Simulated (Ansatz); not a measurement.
Hg2PtS4

```yaml
crystal:
  lattice:
    - [-10.37757, 0.00000, -10.81817]
    - [0.00000, -3.71582, 0.00000]
    - [-3.07040, 0.00000, 4.72222]
  atoms:
    - { symbol: Hg, position: [0.55400, 0.00000, 0.60223] }
    - { symbol: Hg, position: [0.05400, 0.50000, 0.60223] }
    - { symbol: Hg, position: [0.94498, 0.00000, 0.00198] }
    - { symbol: Hg, position: [0.44498, 0.50000, 0.00198] }
    - { symbol: Pt, position: [0.70129, 0.00000, 0.00968] }
    - { symbol: Pt, position: [0.20129, 0.50000, 0.00968] }
    - { symbol: S, position: [0.89210, 0.50000, 0.65560] }
    - { symbol: S, position: [0.39210, 0.00000, 0.65560] }
    - { symbol: S, position: [0.83299, 0.00000, 0.30284] }
    - { symbol: S, position: [0.33299, 0.50000, 0.30284] }
    - { symbol: S, position: [0.56878, 0.00000, 0.17523] }
    - { symbol: S, position: [0.06878, 0.50000, 0.17523] }
    - { symbol: S, position: [0.70988, 0.50000, 0.78884] }
    - { symbol: S, position: [0.20988, 0.00000, 0.78884] }
```

Space group Cm; a structure from a database of computed crystals, not necessarily the ambient phase; started from the Zr2FeS4-8 prototype, which need not be the ambient phase.

These are results of Ansatz, DFT, PBEsol, plane waves, PAW, not measurements.

What will maps of the valence pseudo-density and electron localisation function show?

Answer. Hg–S (2.47 Å): the density is about 0.55 e/Å³ at the midpoint; the ELF peaks at about 0.85 in the valence shell of S, 0.8 Å from its nucleus, and drops to about 0.25 between the two atoms.
Hg–S (2.51 Å): ρ is about 0.5 e/Å³ halfway; the ELF peaks at about 0.85 in the valence shell of S, 0.8 Å from its nucleus, and drops to about 0.25 between the two atoms.

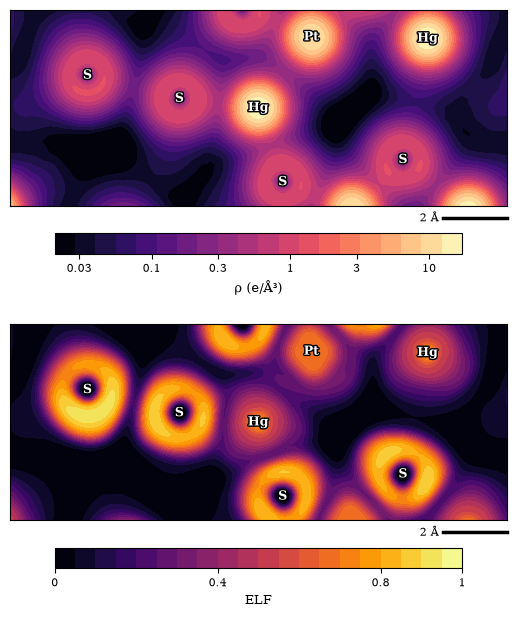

Computed valence pseudo-density and electron localisation function on the (010) plane of the conventional cell, in this order. 

The density is the valence pseudo-density of a PAW calculation; it isn't the true density close to the nuclei.
